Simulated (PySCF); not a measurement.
**CH2N (SMILES C=[N]): UM06-2X/STO-3G**

What is the vertical doublet–quartet gap of CH2N at UM06-2X/STO-3G? 

The results are computed with PySCF 2.14.0.

12 further runs of the same task are left out: 3 that didn't finish, 9 set aside as unsound or not needed.

**1. The system as given**

The species is CH2N (4 atoms), meant as a doublet with charge 0. As SMILES, `C=[N]`. The coordinates come from a PBE0-D4/def2-TZVP relaxation.

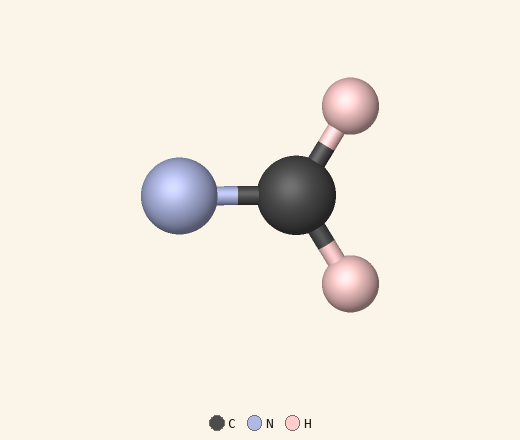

Viewed from a chosen angle; carbon dark grey, nitrogen light blue, hydrogen pink.

**2. A single-point energy at UM06-2X/STO-3G**

Input file calc.py:

```python
from pyscf import gto, dft

molecule = gto.Mole()
molecule.atom = [
    ('C', (-0.013600, -0.011010, -0.014470)),
    ('N', (0.727340, 0.588370, 0.773760)),
    ('H', (-0.870960, 0.487800, -0.486820)),
    ('H', (0.157230, -1.065160, -0.272460)),
]
molecule.max_memory = 1860
molecule.basis = 'sto-3g'
molecule.spin = 1
molecule.verbose = 3
molecule.build()

mf = dft.UKS(molecule, xc='m06-2x')
mf.grids.level = 5
mf.conv_tol = 1e-10
mf.kernel()
if not mf.converged:
    mf = mf.newton().run(mf.mo_coeff, mf.mo_occ)

energy = mf.e_tot
print('E(%s) = %.9f' % ('M06-2X', energy))
```

Launch:

```sh
$ OMP_NUM_THREADS=1 python calc.py
```

Log:

```text
converged SCF energy = -92.7551154854007  <S^2> = 0.76699201  2S+1 = 2.0169204
E(M06-2X) = -92.755115485
```

Wall time 2.5 s (1 thread of AMD EPYC 9R45 (Zen 5), shared host); peak memory 0.18 GiB.

**3. The quartet, same level**

Input file run.py:

```python
from pyscf import gto, dft

mol = gto.Mole()
mol.atom = [
    ('C', (-0.013600, -0.011010, -0.014470)),
    ('N', (0.727340, 0.588370, 0.773760)),
    ('H', (-0.870960, 0.487800, -0.486820)),
    ('H', (0.157230, -1.065160, -0.272460)),
]
mol.spin = 3
mol.verbose = 4
mol.basis = 'sto-3g'
mol.max_memory = 1860
mol.build()

mf = dft.UKS(mol, xc='m06-2x')
mf.conv_tol = 1e-10
mf.grids.level = 5
mf.kernel()
if not mf.converged:
    mf = mf.newton().run(mf.mo_coeff, mf.mo_occ)

etot = mf.e_tot
print('E = %.10f Eh' % etot)
```

Launch:

```sh
$ OMP_NUM_THREADS=1 python run.py
```

Log:

```text
PySCF version 2.14.0

[INPUT] num. atoms = 4
[INPUT] num. electrons = 15
[INPUT] charge = 0
[INPUT] spin (= nelec alpha-beta = 2S) = 3
[INPUT] symmetry False subgroup None
[INPUT] Mole.unit = angstrom
[INPUT] Symbol           X                Y                Z      unit          X                Y                Z       unit  Magmom
[INPUT]  1 C     -0.013600000000  -0.011010000000  -0.014470000000 AA   -0.025700275294  -0.020805884631  -0.027344337022 Bohr   0.0
[INPUT]  2 N      0.727340000000   0.588370000000   0.773760000000 AA    1.374473399441   1.111858159910   1.462194486143 Bohr   0.0
[INPUT]  3 H     -0.870960000000   0.487800000000  -0.486820000000 AA   -1.645875865451   0.921808403563  -0.919956471961 Bohr   0.0
[INPUT]  4 H      0.157230000000  -1.065160000000  -0.272460000000 AA    0.297121638565  -2.012860678842  -0.514874779899 Bohr   0.0

nuclear repulsion = 27.6681702348594
number of shells = 8
number of NR pGTOs = 36
number of NR cGTOs = 12
basis = sto-3g
ecp = {}

******** <class 'pyscf.dft.uks.UKS'> ********
method = UKS
initial guess = minao
damping factor = 0
level_shift factor = 0
DIIS = <class 'pyscf.scf.diis.CDIIS'>
diis_start_cycle = 1
diis_space = 8
diis_damp = 0
SCF conv_tol = 1e-10
SCF conv_tol_grad = None
SCF max_cycles = 50
direct_scf = True
direct_scf_tol = 1e-13
number electrons alpha = 9  beta = 6
XC library pyscf.dft.libxc version 7.0.0
    S. Lehtola, C. Steigemann, M. J.T. Oliveira, and M. A.L. Marques.,  SoftwareX 7, 1–5 (2018)
XC functionals = m06-2x
    Y. Zhao and D. G. Truhlar.,  Theor. Chem. Acc. 120, 215 (2008)
    Y. Zhao and D. G. Truhlar.,  Theor. Chem. Acc. 120, 215 (2008)
radial grids:
    Treutler-Ahlrichs [JCP 102, 346 (1995); DOI:10.1063/1.469408] (M4) radial grids

becke partition: Becke, JCP 88, 2547 (1988); DOI:10.1063/1.454033
pruning grids: <function nwchem_prune>
grids dens level: 5
symmetrized grids: False
atomic radii adjust function: <function treutler_atomic_radii_adjust>
small_rho_cutoff = 0
Set gradient conv threshold to 1e-05
tot grids = 132176
init E= -92.8704968563126
[... the frontier-level lines of each cycle are left out ...]


cycle= 1 E= -92.5149837799358  delta_E= 0.356  |g|= 0.138  |ddm|=  2.1
cycle= 2 E= -92.535579357728  delta_E= -0.0206  |g|= 0.0481  |ddm|= 0.293
cycle= 3 E= -92.537518162678  delta_E= -0.00194  |g|= 0.0122  |ddm|= 0.0939
cycle= 4 E= -92.537811735999  delta_E= -0.000294  |g|= 0.00338  |ddm|= 0.0361
cycle= 5 E= -92.5378312707596  delta_E= -1.95e-05  |g|= 0.00111  |ddm|= 0.00889
cycle= 6 E= -92.5378333347977  delta_E= -2.06e-06  |g|= 0.000158  |ddm|= 0.00374
cycle= 7 E= -92.5378333681459  delta_E= -3.33e-08  |g|= 1.61e-05  |ddm|= 0.000398
cycle= 8 E= -92.5378333685461  delta_E= -4e-10  |g|= 3.83e-06  |ddm|= 4.52e-05
cycle= 9 E= -92.5378333686574  delta_E= -1.11e-10  |g|= 3.19e-06  |ddm|= 2.27e-05
cycle= 10 E= -92.5378333689556  delta_E= -2.98e-10  |g|= 1.05e-06  |ddm|= 0.000101
cycle= 11 E= -92.5378333689856  delta_E= -2.99e-11  |g|= 3e-07  |ddm|= 3.88e-05
Extra cycle  E= -92.5378333689859  delta_E= -3.84e-13  |g|= 1.91e-07  |ddm|= 1.14e-06
converged SCF energy = -92.5378333689859  <S^2> = 3.752548  2S+1 = 4.0012738
E = -92.5378333690 Eh
```

Run time: 2.9 s. Hardware: 1 thread of AMD EPYC 9R45 (Zen 5), shared host; peak memory 0.19 GiB.

**4. What came out**

Level: UM06-2X/STO-3G.

```
                                        quantity         value
                           doublet: total energy  -92.75512 Eh
                          doublet: dipole moment        1.81 D
     doublet: HOMO energy (highest over α and β)      -7.02 eV
      doublet: LUMO energy (lowest over α and β)       1.78 eV
                                   doublet: ⟨S²⟩         0.767
                           quartet: total energy  -92.53783 Eh
                          quartet: dipole moment        1.67 D
     quartet: HOMO energy (highest over α and β)      -3.28 eV
      quartet: LUMO energy (lowest over α and β)      -1.15 eV
                                   quartet: ⟨S²⟩         3.753
vertical energy of the quartet above the doublet      5.913 eV
```

**Reading.** At this shape the quartet lies 5.91 eV (136 kcal/mol) above the doublet. In a minimal basis such a difference can be off by several eV, whatever the method. Mulliken charges (quartet) run from -0.12 on N2 to +0.10 on H3; they depend strongly on the basis.
